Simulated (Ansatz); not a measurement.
# SrTiSe3 (built on the sites of a database entry of CaTiO3): following an unstable mode, part 2 of 2

Which phase does SrTiSe3 (built on the sites of a database entry of CaTiO3) fall into along its unstable mode, and how much energy does it gain?

Ansatz 0.2.0; DFT LDA, scalar-relativistic, plane waves, PAW.

So far, highest frequency on the path or at a solved wavevector (cm⁻¹): step 2 (phonons on a q mesh) 289. Also lowest frequency on the path (cm⁻¹): step 2 -81.5.

The structure was built from a prototype and need not be the compound's stable phase.

**4. The mode frozen in, largest atomic shift 0.6 Å**

The atoms are moved along the unstable eigenvector, the largest shift by 0.6 Å, with the cell fixed.

Contents of input.yaml:

```yaml
crystal:
  lattice:
    - [4.899528169, 4.899528169, 0.0]
    - [4.899528169, 0.0, 4.899528169]
    - [4.899528169, 0.0, -4.899528169]
  atoms:
    - { symbol: Sr, position: [0.0, 0.0, 0.0] }
    - { symbol: Sr, position: [0.0, 0.5, 0.5] }
    - { symbol: Ti, position: [0.5, 0.25, 0.75] }
    - { symbol: Ti, position: [0.5, 0.75, 0.25] }
    - { symbol: Se, position: [0.5, -0.043296421, 0.543296421] }
    - { symbol: Se, position: [0.5, 0.543296421, -0.043296421] }
    - { symbol: Se, position: [0.0, 0.543296421, -0.043296421] }
    - { symbol: Se, position: [0.0, -0.043296421, 0.543296421] }
    - { symbol: Se, position: [0.413407158, 0.086592842, 0.086592842] }
    - { symbol: Se, position: [0.586592842, 0.413407158, 0.413407158] }
kpoints:
  mp_grid: { grid: [6, 6, 6] }
hamiltonian:
  xc: lda
scf:
  occupations: { method: methfessel_paxton, width: 0.15 }
output:
  forces: true
  stress: true
  eigenvalues: true
```

Run with:

```bash
$ ansatz run input.yaml --threads 8 --pin off --max-ram 14336MiB --backend cpu --events-out ev --progress --plain --runs-dir out
```

Numbers of over 12 decimals in the logs are rounded to 6 here.

What it wrote:

```text
[...]
Crystal: 10 atoms, lattice volume = 235.230 Å³
Basis set: ecut = 420 eV, 4645 PW (Γ)
Bands: 84, of which v1, the nominal top of the filled ones, is band 70 counted from 1 (69 counted from 0)
Symmetry: 8 space group operations
[...]
k-points: 46 of 216
[...]
k-point 0: bands = [... 66 lower, 8.8107, 8.9615, 9.1698, 9.1931, 9.2174, 9.2827, 9.7689, 10.1759, ... 10 higher]
  k-point 1: bands = [... 66 lower, 8.5475, 8.8186, 9.0226, 9.1310, 9.4144, 9.5251, 9.7518, 10.4067, ... 10 higher]
  k-point 2: bands = [... 66 lower, 8.4535, 8.7224, 8.8495, 8.9544, 9.7393, 9.8157, 9.9927, 10.4550, ... 10 higher]
  k-point 45: bands = [... 66 lower, 8.0307, 8.1108, 8.2507, 8.6987, 9.8224, 10.2796, 10.3448, 10.3529, ... 10 higher]
[key lines of the parts left out:]
SCF converged after 9 iterations
Free energy (F): -44102.920496 eV
Fermi energy:    9.266890 eV
P = ⅓ Tr σ = -0.6754 GPa (-6.754 kbar)
```

Run time: 6.5 s. Hardware: 8 threads of Arm Neoverse V2, shared host; peak memory 1.5 GiB; 50 s of CPU time.

This step gave:

```
pressure                         : -0.6754 GPa
energy from the undistorted cell : -70.58 meV/atom
```

The energy, extrapolated to zero smearing, is -70.58 meV/atom against the undistorted cell.

The run ends at a pressure of -0.68 GPa, with forces up to 0.61 eV/Å.

**5. Energy along the mode, all amplitudes (two of the runs are shown above)**

An imaginary frequency means negative curvature, so the energy should fall and then rise again as anharmonic terms take over.

Numbers from this step:

| Property | Result |
| --- | --- |
| depth at the lowest point sampled | 70.58 meV/atom |
| largest atomic shift at that point | 0.6 Å |

Table of energy from the parent by largest atomic shift:

| largest atomic shift (Å) | energy from the parent (meV/atom) |
| --- | --- |
| 0.000 | 0 |
| 0.040 | -0.671 |
| 0.080 | -2.67 |
| 0.140 | -8.06 |
| 0.220 | -19.1 |
| 0.320 | -37.1 |
| 0.450 | -59.6 |
| 0.600 | -70.6 |

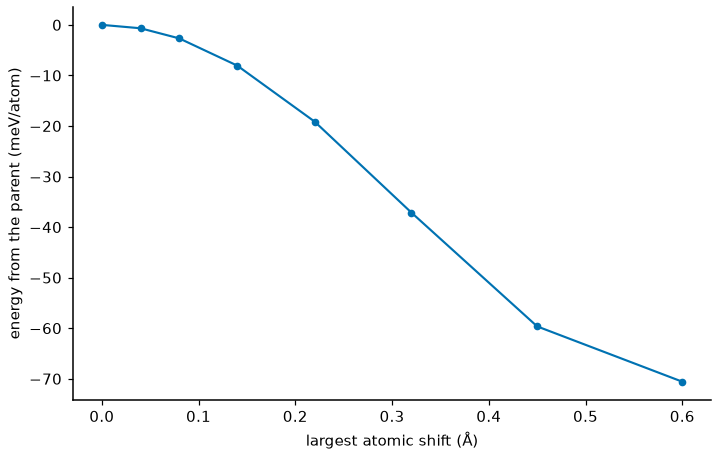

Energy from the parent, plotted against largest atomic shift.

Displacement at unit largest shift by atom:

| atom | x (Å) | y (Å) | z (Å) | size |
| --- | --- | --- | --- | --- |
| Sr1 | 0.000 | 0.000 | 0.000 | 0.000 |
| Sr2 | 0.000 | 0.000 | 0.000 | 0.000 |
| Ti3 | 0.000 | 0.000 | 0.000 | 0.000 |
| Ti4 | 0.000 | 0.000 | 0.000 | 0.000 |
| Se5 | 0.000 | 0.000 | -0.707 | 0.707 |
| Se6 | 0.000 | 0.000 | 0.707 | 0.707 |
| Se7 | 0.000 | 0.000 | 0.707 | 0.707 |
| Se8 | 0.000 | 0.000 | -0.707 | 0.707 |
| Se9 | 0.707 | -0.707 | 0.000 | 1.000 |
| Se10 | -0.707 | 0.707 | 0.000 | 1.000 |

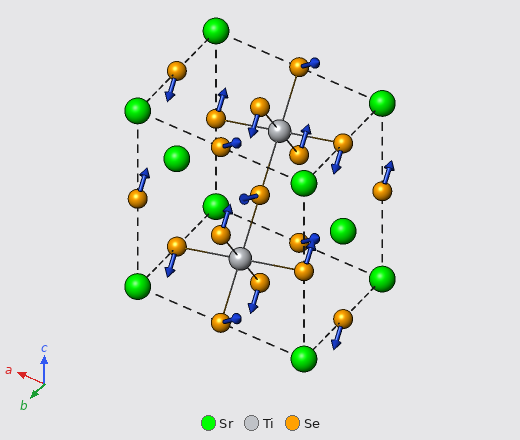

Displacement at unit largest shift as arrows, the longest 1.000 Å. Some periodic images of atoms are drawn too.

The lowest of the steps tried is the last one, at 0.6 Å, 70.6 meV/atom below the parent; the bottom of the well need not coincide with a step.

**6. Relaxation from the frozen mode**

Starting from the lowest point found, all atoms and the cell are let go, so that strain and other modes of the same symmetry can join in.

Changes to input.yaml since step 4:

```diff
@@ -26 +26,6 @@
   eigenvalues: true
+relax:
+  adjacent_minimum: "off"
+  f_tol: 0.002
+  max_steps: 120
+  cell: { stress_tol: 0.03 }
```

What it wrote:

```text
[...]
Crystal: 10 atoms, lattice volume = 235.230 Å³
Basis set: ecut = 420 eV, 4645 PW (Γ)
Bands: 84, of which v1, the nominal top of the filled ones, is band 70 counted from 1 (69 counted from 0)
Symmetry: 8 space group operations
[...]
k-points: 46 of 216
[...]
SCF iter   1: F=—  HF=-44102.921521 eV  |F-HF|=—  |Δ(HF+E_count)|=         —  Δρ=4.74e-3  dr2=2.38e-2  ethr=1.77e-3  ⟨swp⟩=7.9  Hψ=16228  notcnv=0
[...]
SCF iter   9: F=-44102.920496 eV  HF=-44102.920496 eV  |F-HF|=1.11e-8  |Δ(HF+E_count)|=   1.74e-8  S|Δr|=    0.00e0  Δρ=1.42e-6  dr2=7.54e-9  ethr=7.14e-11  ⟨swp⟩=9.1  Hψ=16933  notcnv=0
SCF 1 converged in 9 iterations: F = -44102.920496 eV  dr2 = 7.54e-9
[...]
relax step   1: F+E_penalty+E_count = -44102.92049567 eV  Δ(F+E_penalty+E_count) = +0.000e0 eV  max|allowed force component| = 4.324e-1 eV/Å  Δτ_max = 0.0000 Å  P = -0.675 GPa  Ω = 235.230 Å³  (9 SCF iters, dr2 threshold 1.00e-7 eV, accepted)
Crystal: 10 atoms, lattice volume = 230.898 Å³
Basis set: ecut = 420 eV, 4545 PW (Γ)
[...]
SCF iter   9: F=-44103.055710 eV  HF=-44103.055710 eV  |F-HF|=4.55e-8  |Δ(HF+E_count)|=   1.48e-7  S|Δr|=    0.00e0  Δρ=4.62e-6  dr2=1.10e-7  ethr=7.14e-10  ⟨swp⟩=4.1  Hψ=13003  notcnv=0
SCF 2 converged in 9 iterations: F = -44103.055710 eV  dr2 = 1.10e-7
[...]
relax step   2: F+E_penalty+E_count = -44103.05571007 eV  Δ(F+E_penalty+E_count) = -1.352e-1 eV  max|allowed force component| = 1.015e-1 eV/Å  Δτ_max = 0.0948 Å  P = +0.255 GPa  Ω = 230.898 Å³  energy of the carried Pulay correction = +6.969e-4 eV  (9 SCF iters, dr2 threshold 1.00e-6 eV, accepted)
Crystal: 10 atoms, lattice volume = 231.643 Å³
Basis set: ecut = 420 eV, 4541 PW (Γ)
[...]
SCF iter   6: F=-44103.065674 eV  HF=-44103.065674 eV  |F-HF|=4.92e-7  |Δ(HF+E_count)|=   7.25e-7  S|Δr|=    0.00e0  Δρ=1.22e-5  dr2=7.68e-7  ethr=7.14e-10  ⟨swp⟩=5.6  Hψ=18692  notcnv=0
SCF 3 converged in 6 iterations: F = -44103.065674 eV  dr2 = 7.68e-7
relax step   3: F+E_penalty+E_count = -44103.06567353 eV  Δ(F+E_penalty+E_count) = -9.963e-3 eV  max|allowed force component| = 3.124e-2 eV/Å  Δτ_max = 0.0223 Å  P = -0.040 GPa  Ω = 231.643 Å³  energy of the carried Pulay correction = +5.761e-4 eV  (6 SCF iters, dr2 threshold 1.00e-6 eV, accepted)
[...]
relax step   4: F+E_penalty+E_count = -44103.06652026 eV  Δ(F+E_penalty+E_count) = -8.467e-4 eV  max|allowed force component| = 1.599e-2 eV/Å  Δτ_max = 0.0142 Å  P = -0.024 GPa  Ω = 231.643 Å³  energy of the carried Pulay correction = +5.761e-4 eV  (7 SCF iters, dr2 threshold 7.41e-8 eV, accepted)
[...]
relax step   5: F+E_penalty+E_count = -44103.06686483 eV  Δ(F+E_penalty+E_count) = -3.446e-4 eV  max|allowed force component| = 4.258e-3 eV/Å  Δτ_max = 0.0066 Å  P = +0.033 GPa  Ω = 231.484 Å³  energy of the carried Pulay correction = +6.018e-4 eV  (7 SCF iters, dr2 threshold 3.15e-8 eV, accepted)
[...]
relax step   6: F+E_penalty+E_count = -44103.06689508 eV  Δ(F+E_penalty+E_count) = -3.025e-5 eV  max|allowed force component| = 2.957e-3 eV/Å  Δτ_max = 0.0023 Å  P = +0.016 GPa  Ω = 231.544 Å³  energy of the carried Pulay correction = +5.921e-4 eV  (6 SCF iters, dr2 threshold 1.68e-8 eV, accepted)
[...]
relax step   7: F+E_penalty+E_count = -44103.06689103 eV  Δ(F+E_penalty+E_count) = +4.045e-6 eV  max|allowed force component| = 4.588e-4 eV/Å  Δτ_max = 0.0010 Å  P = -0.006 GPa  Ω = 231.612 Å³  energy of the carried Pulay correction = +5.810e-4 eV  (6 SCF iters, dr2 threshold 5.47e-10 eV, accepted)
[...]
SCF iter   6: F=-44103.066417 eV  HF=-44103.066417 eV  |F-HF|=0.00e0  |Δ(HF+E_count)|=  2.18e-11  S|Δr|=    0.00e0  Δρ=3.74e-8  dr2=8.00e-12  ethr=1.00e-12  ⟨swp⟩=5.1  Hψ=14461  notcnv=0
SCF 8 converged in 6 iterations: F = -44103.066417 eV  dr2 = 8.00e-12
relax step   8: F+E_penalty+E_count = -44103.06641683 eV  Δ(F+E_penalty+E_count) = +4.742e-4 eV  max|allowed force component| = 5.046e-4 eV/Å  Δτ_max = 0.0000 Å  P = -0.006 GPa  Ω = 231.612 Å³  stress off target by 6.73e-3 GPa  SCF on the basis re-selected at this cell (its energy is not comparable with the rows above)  (6 SCF iters)
basis re-selected at this cell: Δ(F+E_penalty+E_count) = +4.742e-4 eV, ΔP = -0.000 GPa vs the last step (what re-selecting the basis moved, of the pressure what is left beyond the Pulay correction that the steps carried, after the strain that the cell walked since its last selection, with what the two solves' SCF thresholds leave and, on support functions, any second-order correction that the steps lacked; it is no m [...]
SCF converged after 6 iterations
[...]
Free energy (F): -44103.066417 eV
[...]
Internal energy: -44103.068112 eV  (E = F + TS)
E sigma→0 (E₀):  -44103.066841 eV
Entropy (-TS):   0.001695 eV (0.170 meV/atom)
Fermi energy:    9.434721 eV
[...]
--- Forces (eV/Å), atoms counted from 1 ---
  atom   1  Sr     0.00050458    -0.00050458    -0.00000000
  atom   2  Sr    -0.00050458     0.00050458     0.00000000
  atom   3  Ti     0.00000000    -0.00000000    -0.00000000
  atom   4  Ti     0.00000000    -0.00000000    -0.00000000
  atom   5  Se     0.00000000    -0.00000000    -0.00000723
  atom   6  Se    -0.00000000    -0.00000000     0.00000723
  atom   7  Se    -0.00000000     0.00000000     0.00000723
  atom   8  Se     0.00000000     0.00000000    -0.00000723
  atom   9  Se     0.00040141    -0.00040141    -0.00000000
  atom  10  Se    -0.00040141     0.00040141     0.00000000
  max |Σ_I F_I| component: 6.51e-19 eV/Å
--- Stress (GPa, compression-positive) ---
       -0.005478      -0.000185      -0.000000
       -0.000185      -0.005478       0.000000
       -0.000000       0.000000      -0.006732
  P = ⅓ Tr σ = -0.0059 GPa (-0.059 kbar)
--- Band table (eV; the first three rows and the last of 46) ---
  k-point 0: bands = [... 66 lower, 8.9461, 9.0263, 9.3694, 9.3964, 9.4857, 9.6421, 9.9241, 10.3412, ... 10 higher]
  k-point 1: bands = [... 66 lower, 8.6481, 9.0481, 9.2558, 9.3794, 9.5668, 9.7565, 9.9570, 10.5762, ... 10 higher]
  k-point 2: bands = [... 66 lower, 8.7412, 8.8445, 9.0634, 9.2562, 9.9011, 10.0497, 10.1929, 10.6336, ... 10 higher]
  k-point 45: bands = [... 66 lower, 8.2322, 8.3566, 8.4524, 8.8112, 10.0775, 10.4432, 10.4717, 10.5918, ... 10 higher]
--- Relaxed structure (7 steps of the walk, 7 accepted, 1 SCFs on fresh bases) ---
  F+E_penalty+E_count = -44103.06641683 eV   max|allowed force component| = 5.046e-4 eV/Å   (the final SCF, on the basis selected at the relaxed cell)
  cell:  # Å, volume = 231.6125 Å³
    - [4.810548, 4.810548, 0.0]
    - [4.908474, -0.097926, 4.808525]
    - [4.908474, -0.097926, -4.808525]
  atoms:
    - { symbol: Sr, position: [0.010516, -0.010516, -0.010516] }
    - { symbol: Sr, position: [-0.010516, 0.510516, 0.510516] }
    - { symbol: Ti, position: [0.500000, 0.250000, 0.750000] }
    - { symbol: Ti, position: [0.500000, 0.750000, 0.250000] }
    - { symbol: Se, position: [0.5, -0.050192, 0.550192] }
    - { symbol: Se, position: [0.5, 0.550192, -0.050192] }
    - { symbol: Se, position: [3.469446951953614e-18, 0.550192, -0.050192] }
    - { symbol: Se, position: [3.469446951953614e-18, -0.050192, 0.550192] }
    - { symbol: Se, position: [0.409119, 0.090881, 0.090881] }
    - { symbol: Se, position: [0.590881, 0.409119, 0.409119] }
```

Run time: 57 s. Hardware: 8 threads; peak memory 1.5 GiB; 7.4 min of CPU time.

Step by step:

| step | energy less that of the first step (eV) | largest force component (eV/Å) | pressure (GPa) | volume (Å³) |
| --- | --- | --- | --- | --- |
| 1 | 0.0000 | 0.4324 | -0.68 | 235.23 |
| 2 | -0.1352 | 0.1015 | 0.25 | 230.90 |
| 3 | -0.1452 | 0.0312 | -0.04 | 231.64 |
| 4 | -0.1460 | 0.0160 | -0.02 | 231.64 |
| 5 | -0.1464 | 0.0043 | 0.03 | 231.48 |
| 6 | -0.1464 | 0.0030 | 0.02 | 231.54 |
| 7 | -0.1464 | 0.0005 | -0.01 | 231.61 |
| 8* | -0.1459 | 0.0005 | -0.01 | 231.61 |

Relaxation steps marked * repeat the geometry before them on a plane-wave basis chosen anew for their cell, so energy and pressure can jump there.

Forces are held to the 8 operations that the run works with; a distortion that breaks them can't arise in this run.

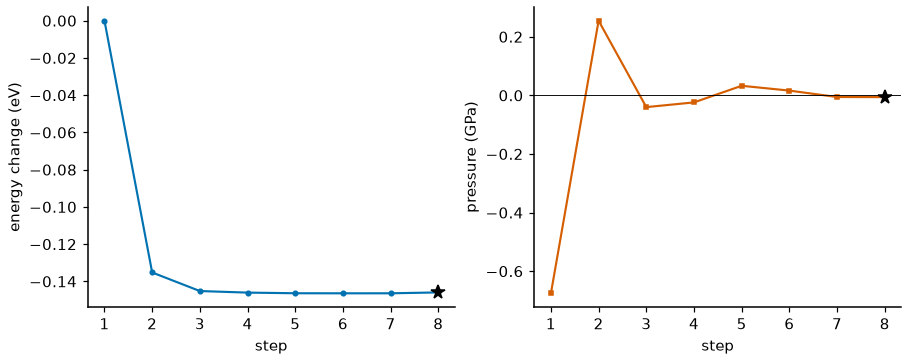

Energy and pressure along the relaxation. Stars mark steps on a basis chosen anew.

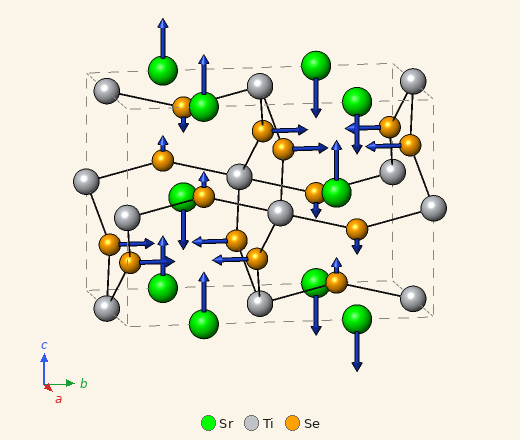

Displacements in the relaxation, exaggerated, measured against the changing cell; the longest in the cell stands for 0.07 Å. Some periodic images of atoms are drawn too.

| conventional cell, symmetrised | before | after | change |
| --- | --- | --- | --- |
| a (Å) | 6.929 | 6.803 | -1.8 % |
| b (Å) | 9.799 | 9.617 | -1.9 % |
| c (Å) | 6.929 | 7.080 | +2.2 % |
| volume (Å³/atom) | 23.52 | 23.16 | -1.5 % |

The atoms that moved most (Å, as changes of fractional coordinates times the final cell):

| atom | dx | dy | dz | length |
| --- | --- | --- | --- | --- |
| Sr1 | -0.053 | 0.053 | 0.000 | 0.074 |
| Sr2 | 0.053 | -0.053 | 0.000 | 0.074 |
| Se8 | 0.000 | 0.000 | -0.066 | 0.066 |
| Se7 | 0.000 | 0.000 | 0.066 | 0.066 |
| Se5 | 0.000 | 0.000 | -0.066 | 0.066 |
| Se6 | 0.000 | 0.000 | 0.066 | 0.066 |
| Se10 | -0.021 | 0.021 | 0.000 | 0.030 |
| Se9 | 0.021 | -0.021 | 0.000 | 0.030 |

Final coordinates:

```xyz
10
Lattice="4.8105 4.8105 0.0000 4.9085 -0.0979 4.8085 4.9085 -0.0979 -4.8085" Properties=species:S:1:pos:R:3 pbc="T T T"
Sr   -0.0526    0.0526    0.0000
Sr    4.9611   -0.1506    0.0000
Ti    7.3137    2.3073   -2.4043
Ti    7.3137    2.3073    2.4043
Se    4.8595    2.3563   -2.8870
Se    4.8595    2.3563    2.8870
Se    2.4542   -0.0490    2.8870
Se    2.4542   -0.0490   -2.8870
Se    2.8603    1.9503    0.0000
Se    6.8588    2.7623    0.0000
```

Numbers from this step:

* pressure: -0.005896 GPa
* volume per atom: 23.16 Å³
* gap on the k-mesh: 0.04750 eV

The distorted start has space group Imma; the relaxation ends in Imma.

**7. What came out**

```yaml
unstable_mode_of_the_parent: q = (-0.5, -0.5, -0.5), 82i cm⁻¹
depth_at_the_lowest_point_sampled: 70.6 meV/atom
largest_atomic_shift_at_that_point: 0.6 Å
space_group_reached_within_0p01_a: Imma
energy_gained_over_the_parent_first_relaxation_on_the_mesh_of_the_frozen_mode: 85.2 meV/atom
volume_per_atom_phase_reached: 23.2 Å³
gap_on_the_k_mesh_phase_reached: 0.0475 eV
```

**Reading.** Along this mode the structure falls into Imma, 85.2 meV/atom below the parent. At the parent's cell the well is 70.58 meV/atom deep on the steps tried, with its lowest point at a shift of 0.6 Å. That is the last step tried, so the steps alone don't bracket the bottom of the well. Relaxing atoms and cell changes the gain by +14.61 meV/atom against the lowest step (energies at zero smearing). The modes of the phase reached were not computed on this path. Of the 4 patterns followed to their end from this parent, this one ends 19.3 meV/atom above the lowest, I4/mcm. Each path keeps the symmetry of its pattern, so a lower phase may lie along a pattern not tried. With no gap, or one that is small against the smearing, the frequencies hang on the k mesh and the smearing, most of all near Kohn anomalies. A phonon run warned that its eigensolver left some bands unconverged in a pass. The starting cell was built on a prototype and not taken from a measurement, so the phase need not exist.

[Logs are printed without paths, hosts, clocks, repeated set-up lines and the standing remarks that a program may print on its own settings, such as how far it seeks lower states.]

[Hosts, paths, dates, database ids (printed as entryN), source tags and the programs' standing remarks are cut or masked in the printed files.]
